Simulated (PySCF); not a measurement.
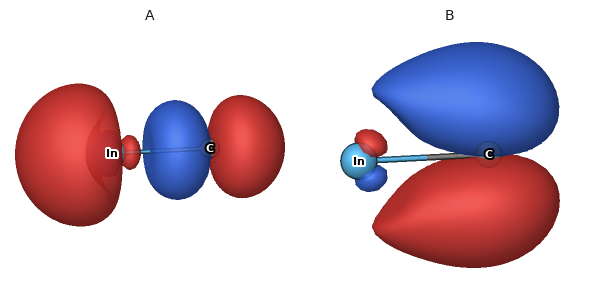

Figure 1: InC (quartet). Two frontier α-spin orbitals, each drawn at the value that holds 80 % of its norm (red and blue are the two phases), in no order; of a degenerate pair one member is drawn.

Core potentials replace the inner electrons of In.

All numbers below come from PySCF 2.14.0, PBE0/cc-pVTZ(-PP), non-relativistic Hamiltonian with scalar-relativistic core potentials where named, at a bond length of 2.210 Å.

Label each orbital by symmetry, say whether it is occupied, and order them by energy.

Orbital B: π, occupied in this spin, −6.46 eV; mainly on C (80 %).
Orbital A: σ, occupied in this spin, −6.10 eV; shared between the atoms (In 50 %, C 50 %).
